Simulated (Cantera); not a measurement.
Charge: 1 mol HMDSO, a varied amount of O₃, at 577 °C and 0.133 bar.

Method: chemical equilibrium by Gibbs-energy minimisation in Cantera with the NASA 1993 tables (ideal gas, pure condensed phases). Candidate condensed phases: C, C₆H₆, C₇H₈, C₈H₁₈, H₂O, Si, SiC, SiO₂; 123 gas species. The feed counts by its element totals alone. Equilibrium is a limit: real reactors are often held back by kinetics, nucleation or transport.

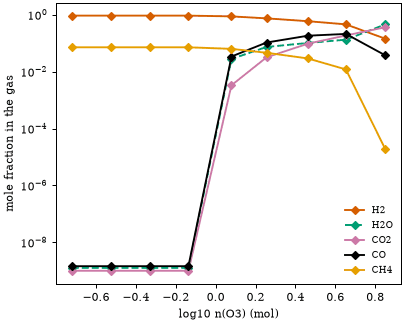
Fig. 1. Equilibrium gas composition (values under 1e-9 drawn at 1e-9)

Question: Read off the mole fractions at 2.9 mol O₃.

Answer: H₂ about 0.59, CO about 0.18, H₂O about 0.10, CO₂ about 0.096, CH₄ about 0.029.
